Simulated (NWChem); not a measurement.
# the pair InHF2···PH3: a chain of runs

We compute the energy (singlet InPH4F2, BLYP-D3(BJ)/STO-3G), then a single-point energy (singlet InHF2, BLYP-D3(BJ)/STO-3G), then the energy (singlet PH3, BLYP-D3(BJ)/STO-3G), then a single-point energy (singlet InHF2, BLYP-D3(BJ)/STO-3G), then a single-point energy (singlet PH3, BLYP-D3(BJ)/STO-3G) of F2H4InP and its partners. 

The results are computed with NWChem 7.3.0.

### Step 1. Starting point

InPH4F2: 8 atoms, total charge 0, spin state singlet. The two molecules were placed rigidly side by side, at 0.9 times their contact distance; the pair isn't optimised.

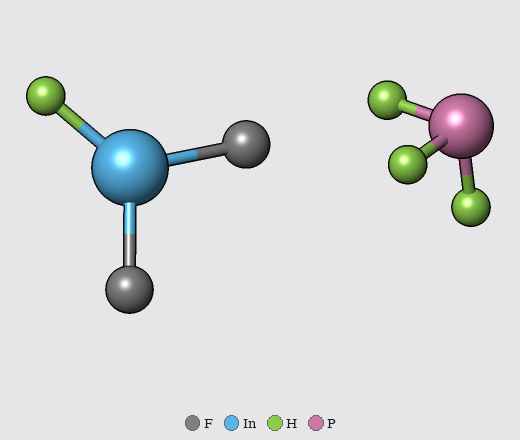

The structure, seen from a chosen angle (fluorine grey, indium blue, hydrogen green, phosphorus pink).

### Step 2. A single-point energy at BLYP-D3(BJ)/STO-3G (run 1)

struct.nw reads:

```
echo
start struct
memory 2200 mb
charge 0
geometry units angstrom noautosym nocenter noautoz
F       -1.708220      -0.653720       0.246780
In       0.029870       0.128870      -0.083330
F        1.326880      -0.989620       0.816280
H        0.351480       1.514480      -0.979720
P        1.991810      -1.493340       4.390020
H        1.413210      -2.741380       4.038730
H        2.250100      -1.145430       3.037990
H        0.737670      -0.828040       4.402440
end
basis spherical bse
* library STO-3G
end
dft
xc becke88 lyp
disp vdw 4
grid fine
convergence energy 1e-08
iterations 100
mulliken
print low
end
task dft
```

Launch:

```sh
$ nwchem struct.nw > struct.out
```

Log:

```text
[...]
 d= 0,ls=0.0,diis     1  -6221.0104099239 -6.65D+03  1.08D-01  7.99D-01     0.8
[...]
 d= 0,ls=0.0,diis    12  -6221.2895526732 -2.63D-09  5.03D-07  2.29D-10     5.8
         Total DFT energy =    -6221.289552673241
      One electron energy =    -9465.122026240599
           Coulomb energy =     3021.474297255713
    Exchange-Corr. energy =     -202.303052343573
 Nuclear repulsion energy =      424.669372298485
    Dispersion correction =       -0.008143643268
[...]
      Total Density - Mulliken Population Analysis
     ---------------------------------------------
    Atom       Charge   Shell Charges
 -----------   ------   -------------------------------------------------------
    1 F    9     9.18   2.00  1.97  5.21
    2 In  49    48.51   2.00  2.00  6.00  2.00  5.99  2.01  5.97  1.11  1.65  9.99  9.79
    3 F    9     9.18   2.00  1.97  5.21
    4 H    1     1.13   1.13
    5 P   15    14.74   2.00  1.99  5.91  1.78  3.05
    6 H    1     1.09   1.09
    7 H    1     1.08   1.08
    8 H    1     1.09   1.09
[...]
```

Wall time 6.6 s (1 thread of AMD EPYC 9R14 (Zen 4), shared host); peak memory 0.12 GiB.

### Step 3. InHF2: a single-point energy at BLYP-D3(BJ)/STO-3G (run 2)

work.nw reads:

```
start work
title "F2HIn"
memory 2200 mb

geometry units bohr noautosym nocenter noautoz
  F   -3.22806796  -1.23535176   0.46634661
  In   0.05644612   0.24352901  -0.15747088
  F    2.50743980  -1.87011077   1.54254564
  H    0.66420094   2.86195242  -1.85140248
end

basis "ao basis" spherical bse
  F library STO-3G
  In library STO-3G
  H library STO-3G
end

dft
  xc becke88 lyp
  disp vdw 4
  grid fine
  convergence energy 1e-08
  iterations 100
  mulliken
  print low
end

task dft
```

Launch:

```sh
$ nwchem work.nw > work.out
```

Log:

```text
[...]
 d= 0,ls=0.0,diis     1  -5881.7875472589 -6.16D+03  1.42D-01  7.39D-01     0.5
[...]
 d= 0,ls=0.0,diis    12  -5882.0645037953 -5.24D-10  2.51D-07  4.17D-11     3.0
         Total DFT energy =    -5882.064503795321
      One electron energy =    -8692.292557448078
           Coulomb energy =     2714.721153196962
    Exchange-Corr. energy =     -177.920947331584
 Nuclear repulsion energy =      273.431037162741
    Dispersion correction =       -0.003189375362
[...]
      Total Density - Mulliken Population Analysis
     ---------------------------------------------
    Atom       Charge   Shell Charges
 -----------   ------   -------------------------------------------------------
    1 F    9     9.18   2.00  1.97  5.21
    2 In  49    48.51   2.00  2.00  6.00  2.00  5.99  2.01  5.97  1.11  1.65  9.99  9.79
    3 F    9     9.18   2.00  1.97  5.21
    4 H    1     1.13   1.13
[...]
```

Run time: 3.6 s. Hardware: 1 thread of AMD EPYC 9R14 (Zen 4), shared host; peak memory 0.12 GiB.

### Step 4. PH3: a single-point energy at BLYP-D3(BJ)/STO-3G (run 3)

struct.nw reads:

```
start struct
memory total 2200 mb

geometry units atomic noautosym nocenter noautoz
   P   3.76397539 -2.82200361  8.29593548
   H   2.67057986 -5.18045740  7.63209359
   H   4.25207275 -2.16454899  5.74096907
   H   1.39399427 -1.56476882  8.31940588
end

basis spherical bse
   P library STO-3G
   H library STO-3G
end

dft
   xc becke88 lyp
   disp vdw 4
   grid fine
   convergence energy 1e-08
   iterations 100
   mulliken
   noprint "final vectors analysis"
end

task dft
```

Launch:

```sh
$ nwchem struct.nw > struct.out
```

Log:

```text
[...]
          Wavefunction type:  closed shell.
          No. of atoms     :     4
          No. of electrons :    18
[...]
          Charge           :     0
          Spin multiplicity:     1
[...]
          AO basis - number of functions:    12
[...]
              XC Information
              --------------
                    Becke 1988 Exchange Functional  1.000
              Lee-Yang-Parr Correlation Functional  1.000
[...]
 d= 0,ls=0.0,diis     1   -339.2185935071 -3.57D+02  1.28D-02  6.00D-02     0.2
[...]
 d= 0,ls=0.0,diis     6   -339.2218694330 -3.17D-11  1.36D-07  5.14D-13     0.4
         Total DFT energy =     -339.221869432955
      One electron energy =     -505.570017184533
           Coulomb energy =      173.189828554834
    Exchange-Corr. energy =      -24.381348460180
 Nuclear repulsion energy =       17.542628094608
    Dispersion correction =       -0.002960437684
[...]
      Total Density - Mulliken Population Analysis
     ---------------------------------------------
    Atom       Charge   Shell Charges
 -----------   ------   -------------------------------------------------------
    1 P   15    14.73   2.00  1.99  5.91  1.78  3.05
    2 H    1     1.09   1.09
    3 H    1     1.09   1.09
    4 H    1     1.09   1.09
[...]
```

It took 1.1 s on 1 thread of AMD EPYC 9R14 (Zen 4), shared host; peak memory 0.11 GiB.

### Step 5. InHF2 among ghost functions: a single-point energy at BLYP-D3(BJ)/STO-3G (with ghost functions) (run 4)

f2hin.nw reads:

```
echo
start f2hin
memory 2200 mb
charge 0

geometry units atomic noautosym nocenter noautoz
  F     -3.22806796    -1.23535176     0.46634661
  In     0.05644612     0.24352901    -0.15747088
  F      2.50743980    -1.87011077     1.54254564
  H      0.66420094     2.86195242    -1.85140248
  bqP      3.763975    -2.822004     8.295935
  bqH      2.670580    -5.180457     7.632094
  bqH      4.252073    -2.164549     5.740969
  bqH      1.393994    -1.564769     8.319406
end

basis spherical bse
  F library STO-3G
  In library STO-3G
  H library STO-3G
  bqP library P STO-3G
  bqH library H STO-3G
end

dft
  xc becke88 lyp
  disp vdw 4
  grid fine
  convergence energy 1e-08
  iterations 100
  mulliken
  noprint "final vectors analysis"
end

task dft energy
```

Launch:

```sh
$ nwchem f2hin.nw > f2hin.out
```

Log:

```text
[...]
          Wavefunction type:  closed shell.
          No. of atoms     :     8
          No. of electrons :    68
[...]
          Charge           :     0
          Spin multiplicity:     1
[...]
          AO basis - number of functions:    50
[...]
              XC Information
              --------------
                    Becke 1988 Exchange Functional  1.000
              Lee-Yang-Parr Correlation Functional  1.000
[...]
 d= 0,ls=0.0,diis     1  -5881.7891704502 -6.16D+03  1.08D-01  7.40D-01     0.8
[...]
 d= 0,ls=0.0,diis    12  -5882.0657320688 -2.68D-09  2.34D-07  6.01D-11     5.5
         Total DFT energy =    -5882.065732068816
      One electron energy =    -8692.259697549754
           Coulomb energy =     2714.685623962248
    Exchange-Corr. energy =     -177.919506268689
 Nuclear repulsion energy =      273.431037162741
    Dispersion correction =       -0.003189375362
[...]
      Total Density - Mulliken Population Analysis
     ---------------------------------------------
    Atom       Charge   Shell Charges
 -----------   ------   -------------------------------------------------------
    1 F    9     9.18   2.00  1.97  5.21
    2 In  49    48.51   2.00  2.00  6.00  2.00  5.99  2.01  5.97  1.11  1.65  9.99  9.79
    3 F    9     9.18   2.00  1.97  5.21
    4 H    1     1.13   1.13
    5 X    0    -0.00  -0.00  0.00  0.00 -0.00 -0.00
    6 X    0     0.00   0.00
    7 X    0     0.00   0.00
    8 X    0     0.00   0.00
[...]
```

Run time: 6.3 s. Hardware: 1 thread of AMD EPYC 9R14 (Zen 4), shared host; peak memory 0.12 GiB.

### Step 6. PH3 among ghost functions: the energy at BLYP-D3(BJ)/STO-3G (with ghost functions) (run 5)

m1.nw reads:

```
start m1
title "H3P BLYP"
memory 2200 mb

geometry units atomic noautosym nocenter noautoz
   P    3.76397539  -2.82200361   8.29593548
   H    2.67057986  -5.18045740   7.63209359
   H    4.25207275  -2.16454899   5.74096907
   H    1.39399427  -1.56476882   8.31940588
   bqF     -3.228068    -1.235352     0.466347
   bqIn     0.056446     0.243529    -0.157471
   bqF      2.507440    -1.870111     1.542546
   bqH      0.664201     2.861952    -1.851402
end

basis spherical bse
   P library STO-3G
   H library STO-3G
   bqF library F STO-3G
   bqIn library In STO-3G
   bqH library H STO-3G
end

dft
   xc becke88 lyp
   disp vdw 4
   grid fine
   convergence energy 1e-08
   maxiter 100
   mulliken
   noprint "final vectors analysis"
end

task dft energy
```

Launch:

```sh
$ nwchem m1.nw > m1.out
```

Log:

```text
[...]
          Wavefunction type:  closed shell.
          No. of atoms     :     8
          No. of electrons :    18
[...]
          Charge           :     0
          Spin multiplicity:     1
[...]
          AO basis - number of functions:    50
[...]
              XC Information
              --------------
                    Becke 1988 Exchange Functional  1.000
              Lee-Yang-Parr Correlation Functional  1.000
[...]
 d= 0,ls=0.0,diis     1   -339.2187111431 -3.57D+02  3.08D-03  6.00D-02     0.6
[...]
 d= 0,ls=0.0,diis     6   -339.2219873577 -4.03D-11  1.38D-07  7.53D-12     2.2
         Total DFT energy =     -339.221987357692
      One electron energy =     -505.566478112963
           Coulomb energy =      173.185818227786
    Exchange-Corr. energy =      -24.380995129438
 Nuclear repulsion energy =       17.542628094608
    Dispersion correction =       -0.002960437684
[...]
      Total Density - Mulliken Population Analysis
     ---------------------------------------------
    Atom       Charge   Shell Charges
 -----------   ------   -------------------------------------------------------
    1 P   15    14.73   2.00  1.99  5.91  1.78  3.04
    2 H    1     1.09   1.09
    3 H    1     1.09   1.09
    4 H    1     1.09   1.09
    5 X    0    -0.00  -0.00 -0.00 -0.00
    6 X    0     0.00   0.00  0.00 -0.00  0.00  0.00  0.00 -0.00  0.00  0.00 -0.00  0.00
    7 X    0     0.00   0.00  0.00  0.00
    8 X    0     0.00   0.00
[...]
```

Wall time 2.9 s (1 thread of AMD EPYC 9R14 (Zen 4), shared host); peak memory 0.12 GiB.

### Step 7. What came out

| quantity | value |
| --- | --- |
| run 1, BLYP-D3(BJ)/STO-3G: total energy | -6221.28955 Eh |
| run 1, BLYP-D3(BJ)/STO-3G: dispersion energy | -21.38 kJ/mol |
| InHF2: total energy | -5882.06450 Eh |
| InHF2: dispersion energy | -8.37 kJ/mol |
| PH3: total energy | -339.22187 Eh |
| PH3: dipole moment | 0.59 D |
| PH3: dispersion energy | -7.77 kJ/mol |
| InHF2 among ghost functions: total energy | -5882.06573 Eh |
| InHF2 among ghost functions: dipole moment | 0.33 D |
| InHF2 among ghost functions: dispersion energy | -8.37 kJ/mol |
| PH3 among ghost functions: total energy | -339.22199 Eh |
| PH3 among ghost functions: dipole moment | 0.58 D |
| PH3 among ghost functions: dispersion energy | -7.77 kJ/mol |
| interaction energy of the rigid parts InHF2 and PH3 (parts in their own basis; closest atoms 2.41 Å apart) | -0.087 eV |
| interaction energy of the rigid parts InHF2 and PH3 (parts in the whole basis, counterpoise; closest atoms 2.41 Å apart) | -0.050 eV |

**Reading.** The interaction energy of the rigid parts InHF2 and PH3 (parts in their own basis; closest atoms 2.41 Å apart) is −0.09 eV (−8.3 kJ/mol): the parts attract. Without counterpoise this holds the superposition error of the basis. The interaction energy of the rigid parts InHF2 and PH3 (parts in the whole basis, counterpoise; closest atoms 2.41 Å apart) is −0.05 eV (−1.2 kcal/mol): the parts attract. The basis-set superposition error is 3.5 kJ/mol. Mulliken charges (run 1, BLYP-D3(BJ)/STO-3G) run from -0.18 on F1 to +0.49 on In2; they depend strongly on the basis. Relativity is left out (run 1, BLYP-D3(BJ)/STO-3G) although the molecule holds a heavy atom. Mulliken charges (InHF2) run from -0.18 on F1 to +0.49 on In2; they depend strongly on the basis.
